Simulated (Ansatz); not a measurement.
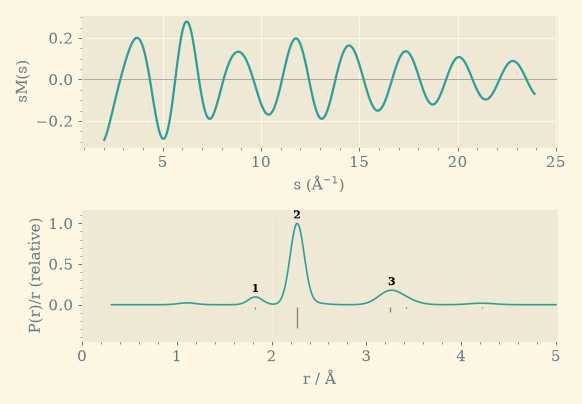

Simulated gas electron diffraction: reduced molecular intensity sM(s) from the Debye equation in the first Born approximation (top) and the radial distribution curve (bottom) of CH₃AuS. Each pair of atoms contributes with weight ZᵢZⱼ/r (bars below the curve); damping constant 0.0015 Å²; vibrational amplitudes assumed, not computed: 0.05 Å for bonds, 0.078 Å for bonds to H, 0.06 + 0.015 r up to 0.15 Å for other pairs. The geometry is the end point of an optimisation (RKS PBE-D4/def2-SVP in Ansatz); it may be a saddle point or a higher isomer.

Q: Which pairs of atoms lie under the numbered peaks? Mark bonded pairs by – and others by ···.

A: Peak 1, 1.83 Å: S–C 1.83 Å
Peak 2, 2.27 Å: Au–S 2.27 Å
Peak 3, 3.27 Å: Au···C 3.24 Å, Au···H 3.42 Å (×2), not resolved
